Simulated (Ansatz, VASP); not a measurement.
## Sr (Strontium): VASP beside Ansatz

Wanted: the spread between two codes on one cell, functional and k mesh.

Calculated with Ansatz 0.2.0; plane waves, with VASP 6.6.1 beside it; single point at LDA.

## (1) The structure

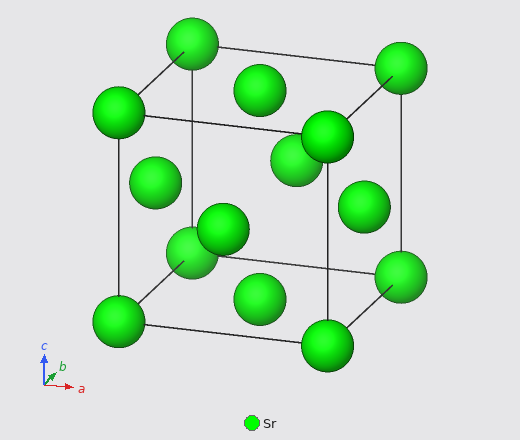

The starting structure, seen from a free direction (strontium green). This picture shows the conventional cell, with its axes. Some periodic images of atoms are drawn too.

Structure file:

```xyz
1
Lattice="0.0000 3.0423 3.0423 3.0423 0.0000 3.0423 3.0423 3.0423 0.0000" Properties=species:S:1:pos:R:3 pbc="T T T"
Sr    0.0000    0.0000    0.0000
```

## (2) VASP: single point, LDA

With cell and atoms fixed, the geometry can't cause a difference; cores, projectors, grids and the points listed under the comparison can.

Lines of VASP's logs that name or quote its potential files are left out, and so is its time.

INCAR

```
SYSTEM = Sr
PREC = Accurate
ENCUT = 400
EDIFF = 1E-06
NELM = 100
ISMEAR = 1
SIGMA = 0.1
LREAL = .FALSE.
ALGO = Normal
GGA = CA
NBANDS = 11
LORBIT = 11
LWAVE = .FALSE.
LCHARG = .FALSE.
KPAR = 2
ISIF = 2
```

POSCAR

```
Sr
1.0
    0.0000000000      3.0423500000      3.0423500000
    3.0423500000      0.0000000000      3.0423500000
    3.0423500000      3.0423500000      0.0000000000
Sr
1
Direct
    0.0000000000      0.0000000000      0.0000000000
```

KPOINTS

```
Automatic mesh
0
Gamma
6 6 6
0 0 0
```

Potentials, in the order of the species: Sr_sv (PBE family, release 64).

The run is started by

```console
$ mpirun -np 2 vasp_std
```

Numbers of over 12 decimals in the logs are rounded to 6 here.

What it wrote:

```text
[banner, memory and clock lines left out]
running    2 mpi-ranks, on    1 nodes
 distrk:  each k-point on    1 cores,    2 groups
 distr:  one band on    1 cores,    1 groups

 POSCAR found type information on POSCAR Sr
 POSCAR found :  1 types and       1 ions
|                                                                             |
|               ----> ADVICE to this user running VASP <----                  |
|                                                                             |
|     You enforced a specific xc type in the INCAR file but a different       |
|     [... a line on the potential file left out ...]
|     I HOPE YOU KNOW WHAT YOU ARE DOING!                                     |
|                                                                             |

 LDA part: xc-table for (Slater(with rela. corr.)+CA(PZ))
 , standard interpolation
 POSCAR, INCAR and KPOINTS ok, starting setup
 FFT: planning ... GRIDC
 FFT: planning ... GRID_SOFT
 FFT: planning ... GRID
 WAVECAR not read
 entering main loop
       N       E                     dE             d eps       ncg     rms          rms(c)
DAV:   1     0.303658667012E+02    0.30366E+02   -0.42200E+03   352   0.647E+02
DAV:   2    -0.438632267488E+00   -0.30804E+02   -0.30274E+02   425   0.137E+02
DAV:   3    -0.181011211759E+01   -0.13715E+01   -0.13563E+01   507   0.217E+01
DAV:   4    -0.187929465774E+01   -0.69183E-01   -0.68962E-01   456   0.447E+00
DAV:   5    -0.188070394424E+01   -0.14093E-02   -0.14091E-02   488   0.527E-01    0.111E+01
DAV:   6    -0.187709874284E+01    0.36052E-02   -0.39014E-03   511   0.627E-01    0.640E+00
DAV:   7    -0.187427873912E+01    0.28200E-02   -0.75909E-03   550   0.808E-01    0.132E-01
DAV:   8    -0.187430762783E+01   -0.28889E-04   -0.30795E-04   615   0.106E-01    0.418E-02
DAV:   9    -0.187432383723E+01   -0.16209E-04   -0.78552E-06   473   0.189E-02    0.206E-02
DAV:  10    -0.187432929878E+01   -0.54616E-05   -0.49714E-06   545   0.148E-02    0.269E-03
DAV:  11    -0.187432923012E+01    0.68656E-07   -0.15093E-07   235   0.286E-03
   1 F= -.18743292E+01 E0= -.18739324E+01  d E =-.119054E-02
```

From OUTCAR (step 2):

```text
ion  position               nearest neighbor table
   1  0.000  0.000  0.000-

  LATTYP: Found a face centered cubic cell.
 ALAT       =     6.0847000000

 Subroutine GETGRP returns: Found 48 space group operations
 (whereof 48 operations were pure point group operations)

The static configuration has the point symmetry O_h .

 Found     16 irreducible k-points:

   k-points           NKPTS =     16   k-points in BZ     NKDIM =     16   number of bands    NBANDS=     11

   dimension x,y,z NGX =    28 NGY =   28 NGZ =   28
   dimension x,y,z NGXF=    56 NGYF=   56 NGZF=   56

   ENCUT  =  400.0 eV  29.40 Ry    5.42 a.u.   7.02  7.02  7.02*2*pi/ulx,y,z

   NELECT =      10.0000    total number of electrons

 k-points in reciprocal lattice and weights: Automatic mesh
   0.00000000  0.00000000  0.00000000       0.005
   0.16666667  0.00000000  0.00000000       0.037
   0.33333333  0.00000000  0.00000000       0.037
   0.50000000  0.00000000  0.00000000       0.019
   0.16666667  0.16666667  0.00000000       0.028
   0.33333333  0.16666667  0.00000000       0.111
   0.50000000  0.16666667  0.00000000       0.111
  -0.33333333  0.16666667  0.00000000       0.111
  -0.16666667  0.16666667  0.00000000       0.056
[...]
-0.33333333  0.33333333  0.16666667       0.111
  -0.33333333  0.50000000  0.16666667       0.056

 average (electrostatic) potential at core
       1 -40.8846

 E-fermi :   1.2911

 k-point     1 :       0.0000    0.0000    0.0000
  band No.  band energies     occupation
      1     -35.1739      2.00000
      2     -17.1592      2.00000
      3     -17.1592      2.00000
      4     -17.1592      2.00000
      5      -2.3316      2.00000
      6       3.5189      0.00000
      7       3.5189      0.00000
      8       3.5189      0.00000
      9       4.9352      0.00000
     10       4.9352      0.00000
    ...

 k-point     2 :       0.1667    0.0000    0.0000
  band No.  band energies     occupation
      1     -35.1707      2.00000
      2     -17.2067      2.00000
      3     -17.1656      2.00000
      4     -17.1656      2.00000
      5      -1.9012      2.00000
      6       2.9679     -0.00000
      7       3.6728      0.00000
      8       3.6728      0.00000
      9       4.7767      0.00000
     10       4.7767      0.00000
    ...

 k-point     3 :       0.3333    0.0000    0.0000
  band No.  band energies     occupation
      1     -35.1643      2.00000
      2     -17.2996      2.00000
      3     -17.1785      2.00000
      4     -17.1785      2.00000
      5      -0.7908      2.00000
      6       2.0469     -0.00000
      7       3.5456      0.00000
      8       3.5456      0.00000
      9       5.2837      0.00000
     10       5.2837      0.00000
    ...

  Total       -0.5526164     -0.5526164     -0.5526164      0.0000000      0.0000000     -0.0000000
  in kB      -15.7208806    -15.7208806    -15.7208806      0.0000000      0.0000000     -0.0000000
  external PRESSURE =     -15.7208806 kB  Pullay stress =       0.0000000 kB

  energy-cutoff  :      400.00
  volume of cell :       56.32
      direct lattice vectors                 reciprocal lattice vectors
     0.000000000  3.042350000  3.042350000    -0.164346640  0.164346640  0.164346640
     3.042350000  0.000000000  3.042350000     0.164346640 -0.164346640  0.164346640
     3.042350000  3.042350000  0.000000000     0.164346640  0.164346640 -0.164346640

 POSITION                                       TOTAL-FORCE (eV/Angst)
 -----------------------------------------------------------------------------------
      0.00000      0.00000      0.00000        -0.000000      0.000000     -0.000000
 -----------------------------------------------------------------------------------
    total drift:                               -0.000000     -0.000000     -0.000000

  FREE ENERGIE OF THE ION-ELECTRON SYSTEM (eV)
  ---------------------------------------------------
  free  energy   TOTEN  =        -1.8743292301 eV

  energy  without entropy=       -1.8731386889  energy(sigma->0) =       -1.87393238

 total charge
# of ion       s       p       d       tot
------------------------------------------
    1        2.069   5.648   0.137   7.854

[... 3 further parts left out ...]
```

The run ends at a pressure of -1.57 GPa.

## (3) Ansatz: single point, LDA

Ansatz runs on its default PAW (the set named soft_2) files.

The same cell, functional (in two slightly different forms), mesh and smearing now go to Ansatz, which takes its cutoff from its data sets.

input.yaml

```yaml
crystal:
  lattice:
    - [0.0, 3.04235, 3.04235]
    - [3.04235, 0.0, 3.04235]
    - [3.04235, 3.04235, 0.0]
  atoms:
    - { symbol: Sr, position: [0.0, 0.0, 0.0] }
hamiltonian:
  xc: lda
  pseudopotentials: { kind: paw }
kpoints:
  mp_grid: { grid: [6, 6, 6] }
scf:
  occupations: { method: methfessel_paxton, width: 0.1 }
  n_extra_bands: 4
output:
  forces: true
  stress: true
  eigenvalues: true
```

The run is started by

```console
$ ansatz run input.yaml --threads 2 --pin off --max-ram 4608MiB --backend cpu --events-out ev --progress --plain --runs-dir out
```

What it wrote:

```text
scf.n_extra_bands = 4 over 5 filled bands (N_el = 10.0): the run solves 9 bands
Engine: ansatz 0.2.0, aarch64-unknown-linux-gnu
Pseudopotentials: kind: paw
Pseudopotential: Sr, paw, valence charge 10, recommended cutoff 420 eV (normal), Sr.paw.azcp
Functional definition: SPW92
  exchange = slater_x
  correlation = pw_c
Crystal: 1 atoms, lattice volume = 56.319 Å³
Basis set: ecut = 420 eV, 1067 PW (Γ)
Bands: 9, of which v1, the nominal top of the filled ones, is band 5 counted from 1 (4 counted from 0)
Symmetry: 48 space group operations
Space group: Fm-3m (ITA 225), of the structure as read, at distance tolerance 3.8e-5 Å
k-points: 16 of 216
Non-local potential: Sr, projectors of the file, l = 0: 3, l = 1: 2, l = 2: 2
PAW form: soft (Blöchl's): semilocal exchange-correlation on the pseudo side does not see the compensation charge
PAW frozen core: Sr, regenerated for the run's functional, and the local potential with it (the file was generated under x = pbe(κ = 0.804, μ = 0.219515), c = pbe(β = 0.066725))
PAW one-centre angular grid: Sr, 110 points (default); XC on 64 Gauss nodes
Initial density: superposition of atomic densities (neutral atoms: chi_scale 0, normalization atom), corrected by the library's trained network
Initial wavefunctions: pseudopotential atomic-orbital guess
Functional: x = slater, c = lda
SCF iter   1: F=—  HF=-3444.250444 eV  |F-HF|=—  |Δ(HF+E_count)|=         —  Δρ=3.40e-3  dr2=3.52e-3  ethr=1.77e-3  ⟨swp⟩=6.2  Hψ=1224  notcnv=0
preconditioner: auto → none  [insulator: Δε(μ)=0.099 eV  Ē_g=3.391 eV  σ=0.100 eV  W_gap=0.74  n_scr=8 (ndim 8)  ℏωp=7.0 eV  f_vac=0.000  D(μ)=2.34/eV (n_scr^D=14)  ε∞_Penn≈5.3]
SCF iter   2: F=—  HF=-3444.250460 eV  |F-HF|=—  |Δ(HF+E_count)|=   1.61e-5  S|Δr|=    0.00e0  Δρ=1.51e-3  dr2=7.48e-4  ethr=3.52e-5  ⟨swp⟩=2.6  Hψ=335  notcnv=0
SCF iter   3: F=—  HF=-3444.250497 eV  |F-HF|=—  |Δ(HF+E_count)|=   3.72e-5  S|Δr|=    0.00e0  Δρ=1.31e-4  dr2=4.18e-6  ethr=7.48e-6  ⟨swp⟩=1.1  Hψ=147  notcnv=0
SCF iter   4: F=—  HF=-3444.250496 eV  |F-HF|=—  |Δ(HF+E_count)|=   5.55e-7  S|Δr|=    0.00e0  Δρ=1.28e-5  dr2=1.07e-7  ethr=4.18e-8  ⟨swp⟩=2.1  Hψ=227  notcnv=0
SCF iter   5: F=-3444.250496 eV  HF=-3444.250496 eV  |F-HF|=1.43e-9  |Δ(HF+E_count)|=   3.41e-8  S|Δr|=    0.00e0  Δρ=3.37e-6  dr2=4.18e-9  ethr=1.00e-9  ⟨swp⟩=7.1  Hψ=888  notcnv=0
SCF 1 converged in 5 iterations: F = -3444.250496 eV  dr2 = 4.18e-9
  greatest PAW one-centre occupation: 0.988 electrons in one spin orbital (limit 2), on the Sr atom at site 0 (counted from 0), in its partial waves of l = 0
SCF converged after 5 iterations
Stability not checked: this state was not tested for a lower state beside it, because cold or Methfessel-Paxton smearing, or corrected tetrahedra, fill the levels in a way that the test cannot read (fill_not_monotonic; see scf.lower_state_search)
Free energy (F): -3444.250496 eV
Harris-Foulkes:  -3444.250496 eV  (|F-HF|=1.43e-9)
Internal energy: -3444.249340 eV  (E = F + TS)
E sigma→0 (E₀):  -3444.250207 eV
Entropy (-TS):   -0.001156 eV (-1.156 meV/atom)
Fermi energy:    4.697640 eV
Step filling:    the computed levels leave a gap of 0.0955 eV = 1.0 smearing widths at the electron count; against every level under it full and every level over it empty, smearing changes F+E_penalty+E_count by +0.627 meV and its σ→0 estimate by +0.916 meV
--- Per-component energies (eV) ---
  E_band       = -139.811795
  E_kinetic    = 241.189083
  E_local      = -782.077312  (includes V_loc(G=0)·N_el)
  E_nonlocal   = 207.051585
  E_hartree    = 197.922432
  E_xc         = -168.941648
  E_vxc        = -158.358078  (∫ρ·V_xc dr)
  E_paw        = -2597.176163  (= ΣΔE_a)
  E_vpaw       = -43.462969  (= ΣTr[D̂ρ^β])
  E_aug_tail   = -0.000002  (compensation charges beyond the density's cutoff)
  E_ewald      = -542.511450
  E_core_change = 0.294135  (= ΣΔE_core)
  E_smearing   = -0.001156  (= −TS)
  E_closure    = 0.000000  (closes the sum)
  Σ components = -3444.250496   (vs F -3444.250496, Δ=0.00e0)
--- Forces (eV/Å), atoms counted from 1 ---
  atom   1  Sr    -0.00000000    -0.00000000     0.00000000
  max |Σ_I F_I| component: 4.77e-31 eV/Å
--- Stress (GPa, compression-positive) ---
       -1.558195       0.000000       0.000000
       -0.000000      -1.558195      -0.000000
       -0.000000       0.000000      -1.558195
  P = ⅓ Tr σ = -1.5582 GPa (-15.582 kbar)
--- Band table (eV; the first three rows and the last of 16) ---
  k-point 0: bands = ["-31.8533", "-13.7654", "-13.7654", "-13.7654", "1.0710", "6.9409", "6.9409", "6.9409", "8.3594"]
  k-point 1: bands = ["-31.8502", "-13.8127", "-13.7719", "-13.7719", "1.5010", "6.3839", "7.0936", "7.0936", "8.1980"]
  k-point 2: bands = ["-31.8438", "-13.9051", "-13.7847", "-13.7847", "2.6116", "5.4547", "6.9665", "6.9665", "8.7030"]
  k-point 15: bands = ["-31.8364", "-13.9132", "-13.8600", "-13.8345", "4.5435", "5.1577", "5.5011", "7.3008", "9.6776"]
```

Elapsed: 0.41 s, on 2 threads of Arm Neoverse V1, shared host; peak memory 0.25 GiB.

The run ends at a pressure of -1.56 GPa.

## (4) Differences

Known differences besides the PAW data sets themselves: the two LDA forms differ slightly; the cutoff is 420 eV in Ansatz and 400 eV in VASP; Ansatz makes its cores anew for this functional, VASP keeps those of its PBE data sets. Total energies have different zeros and are not compared.

The two programs side by side:

```tsv
quantity	Ansatz	VASP	difference
pressure (GPa)	-1.56	-1.57	+0.01
```

## (5) Outcome

| Quantity | Value |
| --- | --- |
| difference in pressure (single point, LDA) | 0.014 GPa |

The difference in pressure is 0.014 GPa (single point, LDA), within the 1 GPa picked in this series as the mark of a large difference. How closely two codes agree says nothing of how well the functional describes the real material.

[Lines on the potential files, build, host, timing and source positions are cut from VASP's logs without a mark.]

[Logs are printed without paths, hosts, clocks, repeated set-up lines and the standing remarks that a program may print on its own settings, such as how far it seeks lower states.]

[Hosts, paths, dates, database ids (printed as entryN), source tags and the programs' standing remarks are cut or masked in the printed files.]
